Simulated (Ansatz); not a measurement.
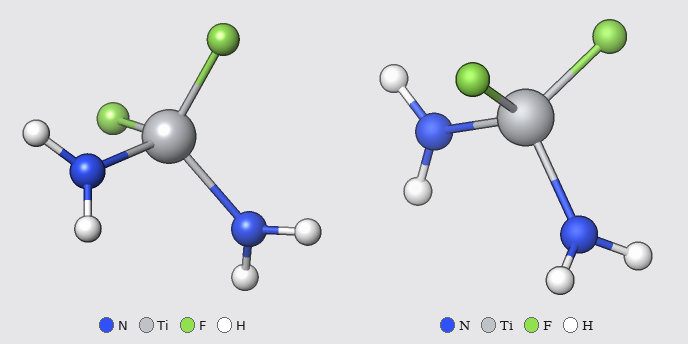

Two views of one molecule.

The species is neutral and a spin singlet.

Give the formula.

F2H4N2Ti, 9 atoms: 2 fluorine, 4 hydrogen, 2 nitrogen and 1 titanium.

Give a SMILES string for it.

[NH2][Ti]([NH2])([F])[F]

Give the symmetry (Schoenflies symbol).

Cs.

The parts below concern this one geometry. Atoms keep their numbers from picture to picture. The geometry was computed by an optimisation with PBE0-D4/def2-TZVP.

**Vibrations**

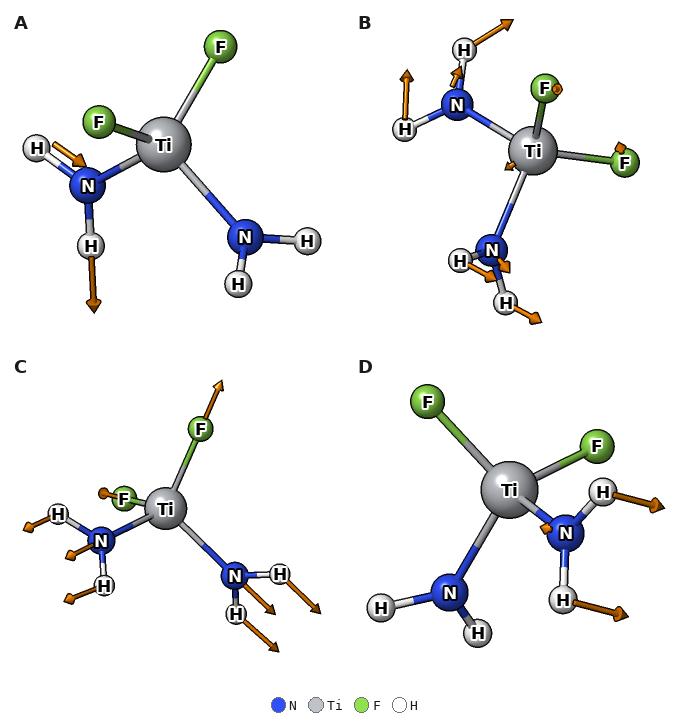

4 normal modes of one molecule or complex, as arrows. Harmonic vibrations computed with RKS PBE0-D4/def2-TZVP (Ansatz 0.2.0) at a stationary point of the same level.

Match the panels to the wavenumbers 204 cm⁻¹, 401 cm⁻¹, 683 cm⁻¹, 3676 cm⁻¹.

A: 3676 cm⁻¹, out-of-phase stretching of 2 N–H bonds
B: 204 cm⁻¹
C: 683 cm⁻¹
D: 401 cm⁻¹, a torsion or out-of-plane motion in which bond lengths and bond angles hardly change

**Dipole moment**

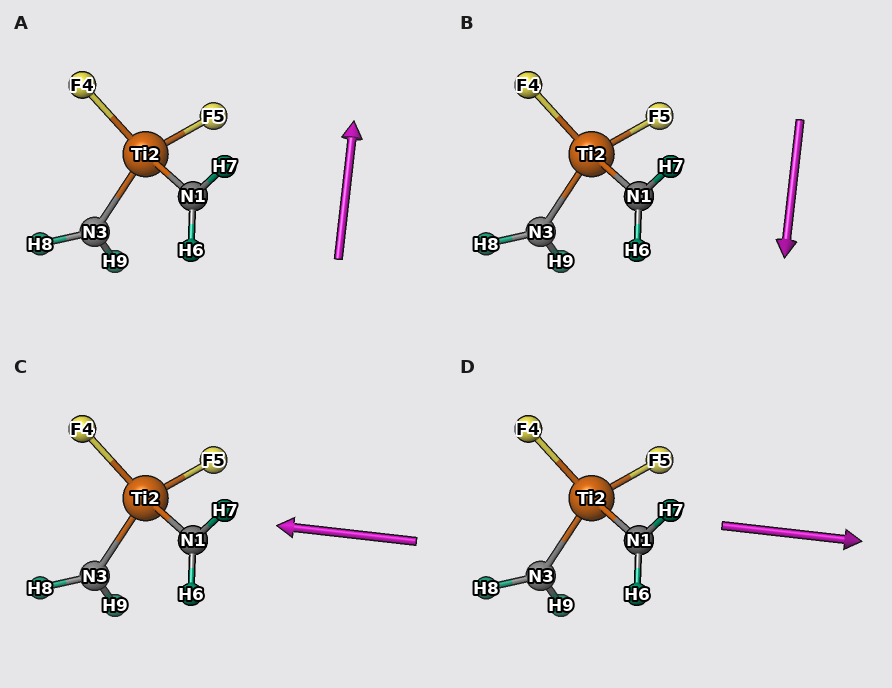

The same molecule four times, each with an arrow. Properties computed with RKS ωB97M-V/def2-TZVPP (Ansatz 0.2.0).

Which arrow points along the dipole moment, from the negative to the positive end?

B. The dipole moment is 2.94 D; it points from the side of F4, F5 to the side of H6 (the outermost atoms at the two ends).

**Charges**

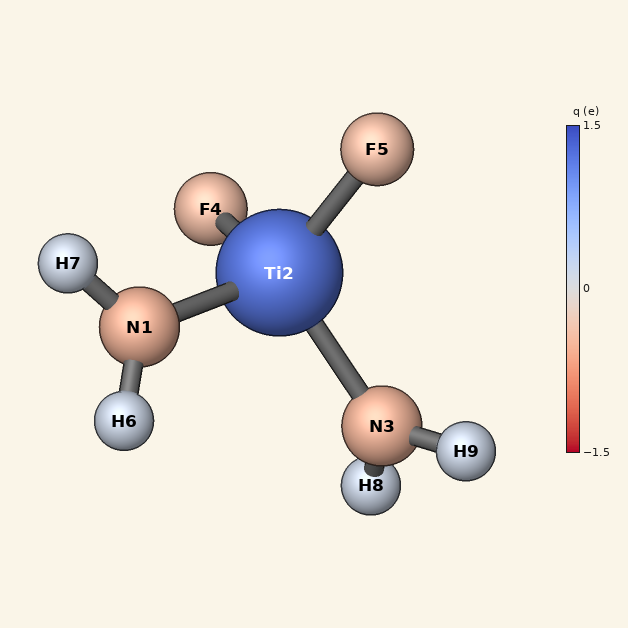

Atoms are coloured by their Mulliken charges. Method: RKS B3LYP-D4/def2-TZVPP (Ansatz 0.2.0).

List the Mulliken charges.

| atom | value (e) |
| --- | --- |
| N1 | −0.49 |
| Ti2 | 1.18 |
| N3 | −0.48 |
| F4 | −0.40 |
| F5 | −0.40 |
| H6 | 0.15 |
| H7 | 0.14 |
| H8 | 0.15 |
| H9 | 0.15 |

Mulliken values depend strongly on the basis set and can even reverse the polarity of a bond.
